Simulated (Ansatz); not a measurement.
## Run report: Si4H11ClO4, geometry relaxation (part 2 of 3)

The same run, continued: Si4H11ClO4; RKS PBE0-D4/def2-TZVP (Ansatz 0.2.0). The geometry is a transition state displaced along its imaginary mode. The reaction was set up to form Si1–O10 and O2–H9 and to break Si1–O2 and H9–O10 (atoms counted from 1 in the order of the input); sticks are drawn by distance alone.

Geometry of the input (Å):
```
Si 0.4787  -0.6433  0.2223
O  0.6540  1.0442  -0.2860
Si -0.2712  1.9338  -1.2967
O  0.3191  -0.3064  1.7969
Si 0.1391  1.1108  2.6192
O  -0.7453  -0.9344  -0.7859
Si -1.6714  -2.1888  -1.3044
Cl 1.0003  -2.7203  0.5941
H  2.1521  0.3792  -0.4966
O  2.2122  -0.4803  -0.5004
H  -0.2497  1.3960  -2.6883
H  0.2790  3.3178  -1.3335
H  -1.6637  1.9623  -0.7929
H  -0.9393  1.9482  2.0441
H  1.4171  1.8673  2.6204
H  -0.2103  0.7315  4.0086
H  -2.7341  -1.5569  -2.1182
H  -0.8695  -3.1111  -2.1411
H  -2.2635  -2.9042  -0.1520
H  2.9662  -0.8453  -0.0094
```

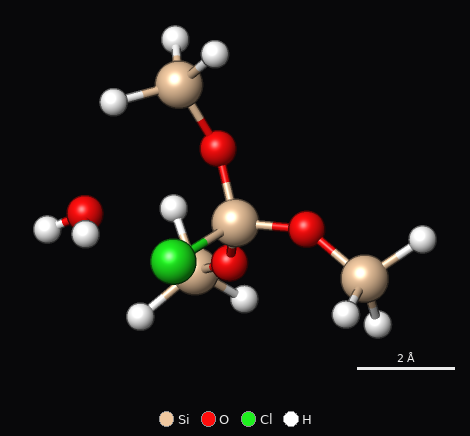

**Figure 1.** The geometry at step 99 of the log (ball-and-stick view, seen at a tilt).

### Output, continued
```
relax step  60: F+E_penalty+E_count = -52388.82513028 eV  Δ(F+E_penalty+E_count) = -7.261e-4 eV  max|allowed force component| = 8.141e-2 eV/Å  Δτ_max = 0.0578 Å  (31 SCF iters, accepted)
relax step  61: F+E_penalty+E_count = -52388.82585974 eV  Δ(F+E_penalty+E_count) = -7.295e-4 eV  max|allowed force component| = 8.903e-2 eV/Å  Δτ_max = 0.0543 Å  (31 SCF iters, accepted)
relax step  62: F+E_penalty+E_count = -52388.82669749 eV  Δ(F+E_penalty+E_count) = -8.378e-4 eV  max|allowed force component| = 1.262e-1 eV/Å  Δτ_max = 0.0569 Å  (31 SCF iters, accepted)
relax step  63: F+E_penalty+E_count = -52388.82741898 eV  Δ(F+E_penalty+E_count) = -7.215e-4 eV  max|allowed force component| = 1.588e-1 eV/Å  Δτ_max = 0.0699 Å  (31 SCF iters, accepted)
relax step  64: F+E_penalty+E_count = -52388.82790791 eV  Δ(F+E_penalty+E_count) = -4.889e-4 eV  max|allowed force component| = 2.203e-1 eV/Å  Δτ_max = 0.0457 Å  (32 SCF iters, accepted)
relax step  65: F+E_penalty+E_count = -52388.82908028 eV  Δ(F+E_penalty+E_count) = -1.172e-3 eV  max|allowed force component| = 2.222e-1 eV/Å  Δτ_max = 0.0370 Å  (31 SCF iters, accepted)
relax step  66: F+E_penalty+E_count = -52388.82959165 eV  Δ(F+E_penalty+E_count) = -5.114e-4 eV  max|allowed force component| = 1.484e-1 eV/Å  Δτ_max = 0.0558 Å  (32 SCF iters, accepted)
relax step  67: F+E_penalty+E_count = -52388.83137033 eV  Δ(F+E_penalty+E_count) = -1.779e-3 eV  max|allowed force component| = 7.985e-2 eV/Å  Δτ_max = 0.0521 Å  (31 SCF iters, accepted)
relax step  68: F+E_penalty+E_count = -52388.82854887 eV  Δ(F+E_penalty+E_count) = +2.821e-3 eV  max|allowed force component| = 4.162e-1 eV/Å  Δτ_max = 0.0980 Å  (31 SCF iters, rejected (line search))
relax step  69: F+E_penalty+E_count = -52388.83400677 eV  Δ(F+E_penalty+E_count) = -2.636e-3 eV  max|allowed force component| = 4.944e-2 eV/Å  Δτ_max = 0.0475 Å  (32 SCF iters, accepted)
relax step  70: F+E_penalty+E_count = -52388.83552045 eV  Δ(F+E_penalty+E_count) = -1.514e-3 eV  max|allowed force component| = 1.104e-1 eV/Å  Δτ_max = 0.0998 Å  (30 SCF iters, accepted)
relax step  71: F+E_penalty+E_count = -52388.83668201 eV  Δ(F+E_penalty+E_count) = -1.162e-3 eV  max|allowed force component| = 1.496e-1 eV/Å  Δτ_max = 0.0595 Å  (32 SCF iters, accepted)
relax step  72: F+E_penalty+E_count = -52388.83799579 eV  Δ(F+E_penalty+E_count) = -1.314e-3 eV  max|allowed force component| = 1.740e-1 eV/Å  Δτ_max = 0.0871 Å  (32 SCF iters, accepted)
relax step  73: F+E_penalty+E_count = -52388.83910036 eV  Δ(F+E_penalty+E_count) = -1.105e-3 eV  max|allowed force component| = 1.223e-1 eV/Å  Δτ_max = 0.0354 Å  (32 SCF iters, accepted)
relax step  74: F+E_penalty+E_count = -52388.83978650 eV  Δ(F+E_penalty+E_count) = -6.861e-4 eV  max|allowed force component| = 1.049e-1 eV/Å  Δτ_max = 0.0278 Å  (32 SCF iters, accepted)
relax step  75: F+E_penalty+E_count = -52388.84021766 eV  Δ(F+E_penalty+E_count) = -4.312e-4 eV  max|allowed force component| = 1.512e-1 eV/Å  Δτ_max = 0.0341 Å  (31 SCF iters, accepted)
relax step  76: F+E_penalty+E_count = -52388.84080793 eV  Δ(F+E_penalty+E_count) = -5.903e-4 eV  max|allowed force component| = 9.896e-2 eV/Å  Δτ_max = 0.0103 Å  (33 SCF iters, accepted)
relax step  77: F+E_penalty+E_count = -52388.84146139 eV  Δ(F+E_penalty+E_count) = -6.535e-4 eV  max|allowed force component| = 1.185e-1 eV/Å  Δτ_max = 0.0537 Å  (31 SCF iters, accepted)
relax step  78: F+E_penalty+E_count = -52388.84219638 eV  Δ(F+E_penalty+E_count) = -7.350e-4 eV  max|allowed force component| = 4.297e-2 eV/Å  Δτ_max = 0.0128 Å  (32 SCF iters, accepted)
relax step  79: F+E_penalty+E_count = -52388.84253447 eV  Δ(F+E_penalty+E_count) = -3.381e-4 eV  max|allowed force component| = 2.135e-2 eV/Å  Δτ_max = 0.0196 Å  (32 SCF iters, accepted)
relax step  80: F+E_penalty+E_count = -52388.84298560 eV  Δ(F+E_penalty+E_count) = -4.511e-4 eV  max|allowed force component| = 3.437e-2 eV/Å  Δτ_max = 0.0576 Å  (31 SCF iters, accepted)
relax step  81: F+E_penalty+E_count = -52388.84299646 eV  Δ(F+E_penalty+E_count) = -1.086e-5 eV  max|allowed force component| = 4.251e-2 eV/Å  Δτ_max = 0.0218 Å  (32 SCF iters, accepted)
relax step  82: F+E_penalty+E_count = -52388.84322565 eV  Δ(F+E_penalty+E_count) = -2.292e-4 eV  max|allowed force component| = 2.689e-2 eV/Å  Δτ_max = 0.0134 Å  (33 SCF iters, accepted)
relax step  83: F+E_penalty+E_count = -52388.84332973 eV  Δ(F+E_penalty+E_count) = -1.041e-4 eV  max|allowed force component| = 2.477e-2 eV/Å  Δτ_max = 0.0181 Å  (32 SCF iters, accepted)
relax step  84: F+E_penalty+E_count = -52388.84365423 eV  Δ(F+E_penalty+E_count) = -3.245e-4 eV  max|allowed force component| = 2.278e-2 eV/Å  Δτ_max = 0.0222 Å  (32 SCF iters, accepted)
relax step  85: F+E_penalty+E_count = -52388.84401428 eV  Δ(F+E_penalty+E_count) = -3.600e-4 eV  max|allowed force component| = 3.393e-2 eV/Å  Δτ_max = 0.0541 Å  (31 SCF iters, accepted)
relax step  86: F+E_penalty+E_count = -52388.84401832 eV  Δ(F+E_penalty+E_count) = -4.044e-6 eV  max|allowed force component| = 8.633e-2 eV/Å  Δτ_max = 0.1027 Å  (31 SCF iters, accepted)
relax step  87: F+E_penalty+E_count = -52388.84463674 eV  Δ(F+E_penalty+E_count) = -6.184e-4 eV  max|allowed force component| = 4.414e-2 eV/Å  Δτ_max = 0.0227 Å  (32 SCF iters, accepted)
relax step  88: F+E_penalty+E_count = -52388.84519262 eV  Δ(F+E_penalty+E_count) = -5.559e-4 eV  max|allowed force component| = 2.947e-2 eV/Å  Δτ_max = 0.0296 Å  (32 SCF iters, accepted)
relax step  89: F+E_penalty+E_count = -52388.84609628 eV  Δ(F+E_penalty+E_count) = -9.037e-4 eV  max|allowed force component| = 1.395e-1 eV/Å  Δτ_max = 0.0888 Å  (31 SCF iters, accepted)
relax step  90: F+E_penalty+E_count = -52388.84660757 eV  Δ(F+E_penalty+E_count) = -5.113e-4 eV  max|allowed force component| = 1.976e-1 eV/Å  Δτ_max = 0.1027 Å  (31 SCF iters, accepted)
relax step  91: F+E_penalty+E_count = -52388.84766377 eV  Δ(F+E_penalty+E_count) = -1.056e-3 eV  max|allowed force component| = 1.152e-1 eV/Å  Δτ_max = 0.0181 Å  (32 SCF iters, accepted)
relax step  92: F+E_penalty+E_count = -52388.84906667 eV  Δ(F+E_penalty+E_count) = -1.403e-3 eV  max|allowed force component| = 9.565e-2 eV/Å  Δτ_max = 0.0677 Å  (31 SCF iters, accepted)
relax step  93: F+E_penalty+E_count = -52388.85051809 eV  Δ(F+E_penalty+E_count) = -1.451e-3 eV  max|allowed force component| = 8.077e-2 eV/Å  Δτ_max = 0.0811 Å  (31 SCF iters, accepted)
relax step  94: F+E_penalty+E_count = -52388.85177165 eV  Δ(F+E_penalty+E_count) = -1.254e-3 eV  max|allowed force component| = 1.060e-1 eV/Å  Δτ_max = 0.0604 Å  (31 SCF iters, accepted)
relax step  95: F+E_penalty+E_count = -52388.85341209 eV  Δ(F+E_penalty+E_count) = -1.640e-3 eV  max|allowed force component| = 1.085e-1 eV/Å  Δτ_max = 0.0693 Å  (31 SCF iters, accepted)
relax step  96: F+E_penalty+E_count = -52388.85544739 eV  Δ(F+E_penalty+E_count) = -2.035e-3 eV  max|allowed force component| = 1.503e-1 eV/Å  Δτ_max = 0.1196 Å  (31 SCF iters, accepted)
relax step  97: F+E_penalty+E_count = -52388.85529605 eV  Δ(F+E_penalty+E_count) = +1.513e-4 eV  max|allowed force component| = 2.299e-1 eV/Å  Δτ_max = 0.0866 Å  (31 SCF iters, rejected (line search))
relax step  98: F+E_penalty+E_count = -52388.85859062 eV  Δ(F+E_penalty+E_count) = -3.143e-3 eV  max|allowed force component| = 7.046e-2 eV/Å  Δτ_max = 0.0433 Å  (32 SCF iters, accepted)
relax step  99: F+E_penalty+E_count = -52388.86200540 eV  Δ(F+E_penalty+E_count) = -3.415e-3 eV  max|allowed force component| = 7.155e-2 eV/Å  Δτ_max = 0.0968 Å  (31 SCF iters, accepted)
relax step 100: F+E_penalty+E_count = -52388.86552400 eV  Δ(F+E_penalty+E_count) = -3.519e-3 eV  max|allowed force component| = 2.036e-1 eV/Å  Δτ_max = 0.1463 Å  (30 SCF iters, accepted)
relax step 101: F+E_penalty+E_count = -52388.86007728 eV  Δ(F+E_penalty+E_count) = +5.447e-3 eV  max|allowed force component| = 5.018e-1 eV/Å  Δτ_max = 0.1953 Å  (31 SCF iters, rejected (line search))
relax step 102: F+E_penalty+E_count = -52388.87121154 eV  Δ(F+E_penalty+E_count) = -5.688e-3 eV  max|allowed force component| = 1.055e-1 eV/Å  Δτ_max = 0.0977 Å  (31 SCF iters, accepted)
relax step 103: F+E_penalty+E_count = -52388.87596513 eV  Δ(F+E_penalty+E_count) = -4.754e-3 eV  max|allowed force component| = 4.745e-2 eV/Å  Δτ_max = 0.1000 Å  (31 SCF iters, accepted)
relax step 104: F+E_penalty+E_count = -52388.88227767 eV  Δ(F+E_penalty+E_count) = -6.313e-3 eV  max|allowed force component| = 1.111e-1 eV/Å  Δτ_max = 0.1463 Å  (31 SCF iters, accepted)
relax step 105: F+E_penalty+E_count = -52388.87960204 eV  Δ(F+E_penalty+E_count) = +2.676e-3 eV  max|allowed force component| = 5.385e-1 eV/Å  Δτ_max = 0.1937 Å  (29 SCF iters, rejected (line search))
relax step 106: F+E_penalty+E_count = -52388.88804867 eV  Δ(F+E_penalty+E_count) = -5.771e-3 eV  max|allowed force component| = 6.892e-2 eV/Å  Δτ_max = 0.0968 Å  (31 SCF iters, accepted)
relax step 107: F+E_penalty+E_count = -52388.89307849 eV  Δ(F+E_penalty+E_count) = -5.030e-3 eV  max|allowed force component| = 1.614e-1 eV/Å  Δτ_max = 0.0978 Å  (31 SCF iters, accepted)
relax step 108: F+E_penalty+E_count = -52388.89686030 eV  Δ(F+E_penalty+E_count) = -3.782e-3 eV  max|allowed force component| = 3.777e-1 eV/Å  Δτ_max = 0.1463 Å  (30 SCF iters, accepted)
relax step 109: F+E_penalty+E_count = -52388.89574101 eV  Δ(F+E_penalty+E_count) = +1.119e-3 eV  max|allowed force component| = 6.360e-1 eV/Å  Δτ_max = 0.1233 Å  (31 SCF iters, rejected (line search))
relax step 110: F+E_penalty+E_count = -52388.90377955 eV  Δ(F+E_penalty+E_count) = -6.919e-3 eV  max|allowed force component| = 4.972e-2 eV/Å  Δτ_max = 0.0616 Å  (32 SCF iters, accepted)
relax step 111: F+E_penalty+E_count = -52388.90595272 eV  Δ(F+E_penalty+E_count) = -2.173e-3 eV  max|allowed force component| = 3.008e-2 eV/Å  Δτ_max = 0.0521 Å  (31 SCF iters, accepted)
relax step 112: F+E_penalty+E_count = -52388.90715209 eV  Δ(F+E_penalty+E_count) = -1.199e-3 eV  max|allowed force component| = 7.124e-2 eV/Å  Δτ_max = 0.0599 Å  (31 SCF iters, accepted)
relax step 113: F+E_penalty+E_count = -52388.90135752 eV  Δ(F+E_penalty+E_count) = +5.795e-3 eV  max|allowed force component| = 6.508e-1 eV/Å  Δτ_max = 0.1837 Å  (30 SCF iters, rejected (line search))
relax step 114: F+E_penalty+E_count = -52388.90818376 eV  Δ(F+E_penalty+E_count) = -1.032e-3 eV  max|allowed force component| = 3.620e-2 eV/Å  Δτ_max = 0.0577 Å  (31 SCF iters, accepted)
relax step 115: F+E_penalty+E_count = -52388.90916369 eV  Δ(F+E_penalty+E_count) = -9.799e-4 eV  max|allowed force component| = 1.786e-1 eV/Å  Δτ_max = 0.0987 Å  (30 SCF iters, accepted)
relax step 116: F+E_penalty+E_count = -52388.90899318 eV  Δ(F+E_penalty+E_count) = +1.705e-4 eV  max|allowed force component| = 1.272e-1 eV/Å  Δτ_max = 0.0469 Å  (31 SCF iters, rejected (line search))
relax step 117: F+E_penalty+E_count = -52388.91029339 eV  Δ(F+E_penalty+E_count) = -1.130e-3 eV  max|allowed force component| = 7.697e-2 eV/Å  Δτ_max = 0.0201 Å  (32 SCF iters, accepted)
relax step 118: F+E_penalty+E_count = -52388.91056911 eV  Δ(F+E_penalty+E_count) = -2.757e-4 eV  max|allowed force component| = 4.425e-2 eV/Å  Δτ_max = 0.0184 Å  (32 SCF iters, accepted)
relax step 119: F+E_penalty+E_count = -52388.91052819 eV  Δ(F+E_penalty+E_count) = +4.092e-5 eV  max|allowed force component| = 6.852e-2 eV/Å  Δτ_max = 0.0153 Å  (31 SCF iters, rejected (line search))
relax step 120: F+E_penalty+E_count = -52388.91070880 eV  Δ(F+E_penalty+E_count) = -1.397e-4 eV  max|allowed force component| = 7.367e-3 eV/Å  Δτ_max = 0.0075 Å  (33 SCF iters, accepted)
relax step 121: F+E_penalty+E_count = -52388.91078362 eV  Δ(F+E_penalty+E_count) = -7.482e-5 eV  max|allowed force component| = 1.990e-2 eV/Å  Δτ_max = 0.0129 Å  (32 SCF iters, accepted)
relax step 122: F+E_penalty+E_count = -52388.91081704 eV  Δ(F+E_penalty+E_count) = -3.342e-5 eV  max|allowed force component| = 2.603e-2 eV/Å  Δτ_max = 0.0295 Å  (31 SCF iters, accepted)
relax step 123: F+E_penalty+E_count = -52388.91085389 eV  Δ(F+E_penalty+E_count) = -3.685e-5 eV  max|allowed force component| = 2.981e-2 eV/Å  Δτ_max = 0.0149 Å  (32 SCF iters, accepted)
relax step 124: F+E_penalty+E_count = -52388.91090471 eV  Δ(F+E_penalty+E_count) = -5.082e-5 eV  max|allowed force component| = 1.447e-2 eV/Å  Δτ_max = 0.0129 Å  (32 SCF iters, accepted)
relax step 125: F+E_penalty+E_count = -52388.91092143 eV  Δ(F+E_penalty+E_count) = -1.672e-5 eV  max|allowed force component| = 1.604e-2 eV/Å  Δτ_max = 0.0065 Å  (33 SCF iters, accepted)
relax step 126: F+E_penalty+E_count = -52388.91093874 eV  Δ(F+E_penalty+E_count) = -1.731e-5 eV  max|allowed force component| = 1.152e-2 eV/Å  Δτ_max = 0.0068 Å  (33 SCF iters, accepted)
relax step 127: F+E_penalty+E_count = -52388.91095155 eV  Δ(F+E_penalty+E_count) = -1.281e-5 eV  max|allowed force component| = 1.208e-2 eV/Å  Δτ_max = 0.0075 Å  (33 SCF iters, accepted)
relax step 128: F+E_penalty+E_count = -52388.91096498 eV  Δ(F+E_penalty+E_count) = -1.343e-5 eV  max|allowed force component| = 1.678e-2 eV/Å  Δτ_max = 0.0102 Å  (33 SCF iters, accepted)
relax step 129: F+E_penalty+E_count = -52388.91098348 eV  Δ(F+E_penalty+E_count) = -1.850e-5 eV  max|allowed force component| = 1.708e-2 eV/Å  Δτ_max = 0.0058 Å  (33 SCF iters, accepted)
relax step 130: F+E_penalty+E_count = -52388.91101311 eV  Δ(F+E_penalty+E_count) = -2.963e-5 eV  max|allowed force component| = 1.387e-2 eV/Å  Δτ_max = 0.0169 Å  (33 SCF iters, accepted)
relax step 131: F+E_penalty+E_count = -52388.91102215 eV  Δ(F+E_penalty+E_count) = -9.043e-6 eV  max|allowed force component| = 1.159e-2 eV/Å  Δτ_max = 0.0090 Å  (33 SCF iters, accepted)
relax step 132: F+E_penalty+E_count = -52388.91103536 eV  Δ(F+E_penalty+E_count) = -1.321e-5 eV  max|allowed force component| = 1.112e-2 eV/Å  Δτ_max = 0.0033 Å  (25 SCF iters, accepted)
relax step 133: F+E_penalty+E_count = -52388.91105881 eV  Δ(F+E_penalty+E_count) = -2.345e-5 eV  max|allowed force component| = 8.291e-3 eV/Å  Δτ_max = 0.0121 Å  (33 SCF iters, accepted)
relax step 134: F+E_penalty+E_count = -52388.91106444 eV  Δ(F+E_penalty+E_count) = -5.633e-6 eV  max|allowed force component| = 8.152e-3 eV/Å  Δτ_max = 0.0086 Å  (33 SCF iters, accepted)
relax step 135: F+E_penalty+E_count = -52388.91106931 eV  Δ(F+E_penalty+E_count) = -4.864e-6 eV  max|allowed force component| = 6.349e-3 eV/Å  Δτ_max = 0.0110 Å  (33 SCF iters, accepted)
these checks for a lower state are left out or cut short: starts, cluster_reference, orbital_swaps, neighbouring_geometries, increment
2428 factors; their error is unknown
mean field evaluation 960: about -52388.3143 eV, gradient 2.9e-4 eV
mean field -52388.31432682 eV, -1925.2350414357 hartree, gradient 8.0e-6 eV, S^2 0.000000; 0 other end points of the search recorded, 0 dependent functions left out
the calculation of the forces begins
reference -52388.31437815 eV, -1925.2350433223 hartree; 58, 58 occupied and 317, 317 virtual orbitals, 2428 factors
relax step 136: F+E_penalty+E_count = -52388.91107196 eV  Δ(F+E_penalty+E_count) = -2.656e-6 eV  max|allowed force component| = 2.889e-3 eV/Å  Δτ_max = 0.0038 Å  (25 SCF iters, accepted)
2428 factors; their error is unknown
mean field -52388.31432682 eV, -1925.2350414357 hartree, gradient 1.1e-5 eV, S^2 0.000000; 1 other end points of the search recorded, 0 dependent functions left out
the calculation of the forces begins
reference -52388.31437815 eV, -1925.2350433223 hartree; 58, 58 occupied and 317, 317 virtual orbitals, 2428 factors
Total energy: -52388.91112330 eV, -1925.2569733019 hartree
Atom 0 at    -0.289444    -0.538883    -0.432655 Å, force     0.001566     0.002209    -0.000281 eV/Å
Atom 1 at    -0.328121     0.802369    -1.302214 Å, force    -0.000146    -0.001561     0.001191 eV/Å
Atom 2 at     0.327804     2.216427    -1.811145 Å, force     0.000239    -0.000427    -0.001418 eV/Å
Atom 3 at    -0.358547    -0.272199     1.146252 Å, force    -0.002889    -0.001633    -0.001009 eV/Å
Atom 4 at     0.232496     0.377537     2.531586 Å, force     0.001064    -0.001183     0.001227 eV/Å
Atom 5 at    -1.528888    -1.460488    -0.874346 Å, force     0.000707    -0.000722     0.000225 eV/Å
Atom 6 at    -2.310713    -2.886004    -0.661541 Å, force    -0.000386    -0.001015     0.000079 eV/Å
Atom 7 at     1.438122    -1.582431    -0.856152 Å, force    -0.000928     0.000016    -0.000187 eV/Å
Atom 8 at     2.869948     1.912887     0.674664 Å, force     0.000719    -0.001561    -0.000633 eV/Å
Atom 9 at     2.233326     1.253618     0.390159 Å, force    -0.001968     0.001698     0.001004 eV/Å
Atom 10 at    -0.578388     2.739099    -2.864892 Å, force     0.000002     0.000210     0.000078 eV/Å
Atom 11 at     1.670291     1.995352    -2.400395 Å, force    -0.000184     0.000299     0.000061 eV/Å
Atom 12 at     0.394689     3.200816    -0.705208 Å, force     0.000203     0.000604     0.000265 eV/Å
Atom 13 at     0.298156     1.855587     2.445403 Å, force     0.000285     0.000366    -0.000341 eV/Å
Atom 14 at     1.562097    -0.191802     2.857061 Å, force     0.000375     0.000605    -0.000024 eV/Å
Atom 15 at    -0.723948     0.001248     3.603698 Å, force     0.000163     0.000396    -0.000156 eV/Å
Atom 16 at    -3.572573    -2.828069    -1.436445 Å, force     0.000567     0.000016     0.000242 eV/Å
Atom 17 at    -1.466181    -4.002468    -1.155182 Å, force    -0.000329     0.000851     0.000347 eV/Å
Atom 18 at    -2.611802    -3.093064     0.777692 Å, force    -0.000111     0.000493    -0.000820 eV/Å
Atom 19 at     2.741476     0.500567     0.073659 Å, force     0.001049     0.000337     0.000150 eV/Å
Dipole moment:     0.426173     0.202755     0.157165 e Å
```

### Trajectory as extended XYZ (Å, eV, eV/Å), 11 of the 136 frames kept, from step=1 to step=136
```
20
Properties=species:S:1:pos:R:3:forces:R:3 step=1 energy=-52387.28866
Si    0.4787   -0.6433    0.2223    0.2272   0.2561  -0.1232
O     0.6540    1.0442   -0.2860   -0.5013  -0.1530   0.3794
Si   -0.2712    1.9338   -1.2967   -0.2844   0.1352  -0.1940
O     0.3191   -0.3064    1.7969   -0.1057   0.0606   0.1379
Si    0.1391    1.1108    2.6192    0.0061  -0.0349   0.0777
O    -0.7453   -0.9344   -0.7859   -0.1411   0.0916  -0.0109
Si   -1.6714   -2.1888   -1.3044   -0.0895  -0.1288  -0.0523
Cl    1.0003   -2.7203    0.5941    0.0353   0.2331  -0.1304
H     2.1521    0.3792   -0.4966    0.2472   8.4179  -0.2506
O     2.2122   -0.4803   -0.5004    1.1493  -8.8013   0.3632
H    -0.2497    1.3960   -2.6883    0.0071   0.0124   0.0806
H     0.2790    3.3178   -1.3335    0.0063  -0.0671   0.0540
H    -1.6637    1.9623   -0.7929   -0.0995   0.0800  -0.0673
H    -0.9393    1.9482    2.0441   -0.0285   0.0280  -0.0058
H     1.4171    1.8673    2.6204    0.0058   0.0169  -0.0050
H    -0.2103    0.7315    4.0086   -0.0017   0.0384   0.0216
H    -2.7341   -1.5569   -2.1182   -0.0788  -0.0472  -0.0500
H    -0.8695   -3.1111   -2.1411   -0.0166  -0.0241  -0.0144
H    -2.2635   -2.9042   -0.1520   -0.0389  -0.0474   0.0002
H     2.9662   -0.8453   -0.0094   -0.2983  -0.0662  -0.2103
```
